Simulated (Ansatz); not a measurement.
**Single-point calculation, with input and output: CH3Cl**

System: CH3Cl.
Method: RKS PBE0-D4/def2-TZVPPD (Ansatz 0.2.0).

The input adds 2 ghost centres (basis functions without nuclei or electrons, not drawn) at the places of a partner molecule, so the energy is that in the basis of the pair. The geometry: rigid move from PBE0-D4/def2-TZVP.

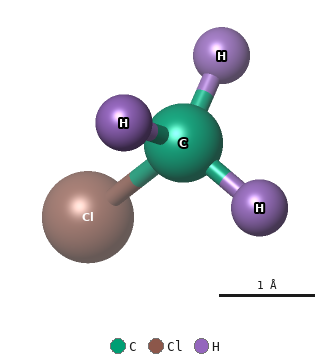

*The input geometry (ball-and-stick view, seen at a tilt).*

Bond lengths as drawn: C–Cl 1.78 Å and C–H 1.09 Å.

**Results in brief**

- outcome: converged
- total energy: −13604.0240 eV
- mean-field energy: −13603.9829 eV
- dispersion energy: −0.0410 eV
- SCF solution under orbital rotations: stable
- hardware: 4 threads of Intel Xeon, 31 GiB of memory available, shared host
- wall time: 1 s (CPU time 3.1 s)
- peak memory: 0.45 GiB

**The input**
```yaml
crystal:
  periodic: [false, false, false]
  atoms:
    - {symbol: C, position_ang: [0.228576, -0.023227, 4.742095]}
    - {symbol: Cl, position_ang: [1.684773, 0.476818, 3.851705]}
    - {symbol: H, position_ang: [0.462567, -0.929294, 5.294780]}
    - {symbol: H, position_ang: [-0.566230, -0.208012, 4.022766]}
    - {symbol: H, position_ang: [-0.047370, 0.780377, 5.419762]}
basis:
  gaussian:
    orbitals: "def2-TZVPPD.json"
    ghost_atoms:
      - {symbol: Br, position_ang: [-0.692141, -0.164674, -2.868092]}
      - {symbol: H, position_ang: [0.331116, 0.144872, -1.911435]}
hamiltonian: {xc: pbe0, dispersion: d4}
```

Launch command:
```bash
ansatz run in.yaml --threads 4 --pin off --events-out ev --progress --plain --max-ram 9574MiB
```

**The program's output**
```
Functional definition: PBE0
  name "PBE0"
  cite "Adamo & Barone, J. Chem. Phys. 110, 6158 (1999) doi:10.1063/1.478522"
  cite "Perdew, Burke & Ernzerhof, Phys. Rev. Lett. 77, 3865 (1996) doi:10.1103/PhysRevLett.77.3865"
  parent pbe
  parameter a = 0.25
  parameter kappa = 0.804
  parameter beta = 0.06672455060314922
  exchange = (1 - a)*pbe_x(kappa = kappa, mu = beta*pi^2/3) + a*exact_x
  correlation = pbe_c(beta = beta)
1151 factors; their error is unknown
mean field evaluation 1: about -13601.1441 eV, gradient 3.5e1 eV
mean field evaluation 2: about -13599.9422 eV, gradient 4.0e1 eV
mean field evaluation 4: about -13603.9567 eV, gradient 8.1e-1 eV
mean field evaluation 8: about -13603.9827 eV, gradient 3.8e-1 eV
mean field -13603.98288827 eV, -499.9371500330 hartree, gradient 1.6e-5 eV, S^2 0.000000; 0 other end points of the search recorded, 0 dependent functions left out
reference -13603.98292482 eV, -499.9371513764 hartree; 13, 13 occupied and 200, 200 virtual orbitals, 1151 factors
Total energy: -13604.02395838 eV, -499.9386593318 hartree
```
